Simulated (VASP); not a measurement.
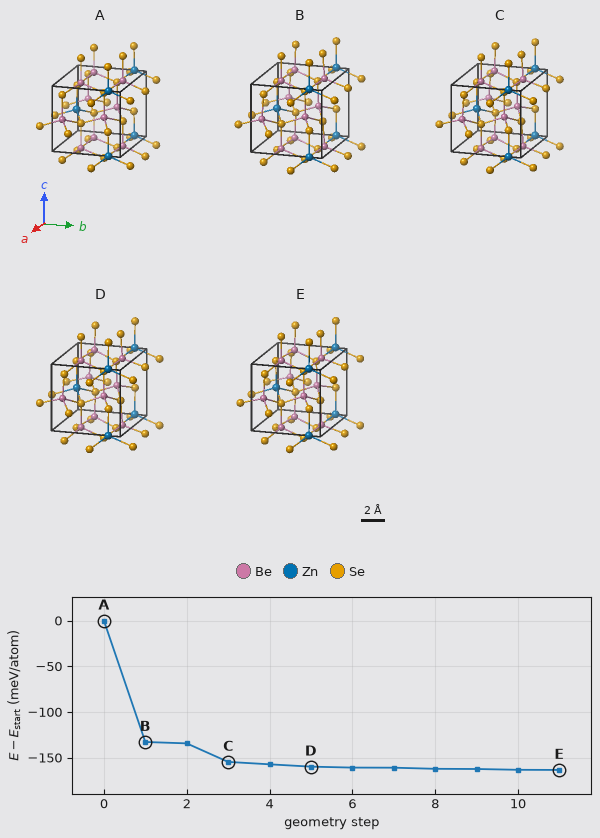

Frames of a relaxation of crystalline Be3ZnSe4 (a generated structure, set up in Pmn2_1), marked on the history of the run. Style: ball-and-stick. Shown: the cell of the calculation, slightly off an axis.

The run lets cell and atoms move.

Theory: Kohn-Sham DFT of a periodic cell, PBE, VASP PAW PBE potentials, recommended in VASP.

Input file:
```
PREC = Normal
ENCUT = 520
EDIFF = 1E-4
ISMEAR = 0
SIGMA = 0.15
LREAL = Auto
LASPH = T
NELM = 60
ALGO = Fast
ISIF = 3
LWAVE = F
LCHARG = F
GGA = PE
IBRION = 2
NSW = 24
EDIFFG = -0.08
```

Command:
```bash
cat potpaw_PBE.64/Be/POTCAR potpaw_PBE.64/Zn/POTCAR potpaw_PBE.64/Se/POTCAR > POTCAR
mpirun -np 4 vasp_std > vasp.out
```

### What happens along the run?

The largest moves relative to the cell, 0.29 Å, are those of Se atoms. Largest moves by element: Se 0.29 Å, Be 0.16 Å, Zn 0.03 Å. The drawn cell changes as follows: a 7.385 → 7.547 Å (+2.2 %), b 6.395 → 6.472 Å (+1.2 %), c 6.030 → 6.175 Å (+2.4 %); the volume changes by +5.9 %. Near-neighbour distances that change, for instance: Se–Zn 2.171 → 2.471 Å, Se–Zn 2.232 → 2.466 Å, Be–Se 2.223 → 2.282 Å, Be–Se 2.293 → 2.239 Å. Bond angles that change, for instance: Be–Se–Be 106.4° → 114.2°, Be–Se–Zn 111.4° → 104.8°, Be–Se–Zn 111.6° → 105.4°. The space group stays Pmn2_1 (No. 31). The energy falls by 163 meV per atom in 11 geometry steps. The largest force component goes from 3.8 to 0.063 eV/Å. The pressure goes from 7.62 to 0.05 GPa. It ran on 4 threads of Intel(R) Xeon(R) 6975P-C (Granite Rapids) (shared host). From step 0 to 1: Se atoms move most (0.20 Å), volume +12.8 %, energy −133 meV per atom. From step 1 to 3: Se atoms move most (0.03 Å), volume −5.3 %, energy −21.8 meV per atom. From step 3 to 5: Se atoms move most (0.04 Å), volume −1.5 %, energy −5.2 meV per atom. From step 5 to 11: Be atoms move most (0.09 Å), volume +0.6 %, energy −3.6 meV per atom.

| step | E − E(0), meV/atom | largest force component, eV/Å | pressure, GPa | volume, Å³/atom |
| --- | --- | --- | --- | --- |
| 0 | 0.00 | 3.7502 | 7.62 | 17.799 |
| 1 | -132.77 | 0.5051 | -3.80 | 20.070 |
| 2 | -134.30 | 0.6832 | -2.91 | 19.785 |
| 3 | -154.57 | 0.4246 | -0.54 | 19.012 |
| 4 | -157.21 | 0.4298 | 0.69 | 18.612 |
| 5 | -159.76 | 0.3001 | 0.28 | 18.736 |
| 6 | -160.80 | 0.1844 | -0.20 | 18.850 |
| 7 | -160.90 | 0.1971 | -0.49 | 18.892 |
| 8 | -162.13 | 0.1412 | 0.16 | 18.764 |
| 9 | -162.33 | 0.1464 | 0.34 | 18.688 |
| 10 | -163.22 | 0.0994 | 0.16 | 18.796 |
| 11 | -163.37 | 0.0633 | 0.05 | 18.853 |
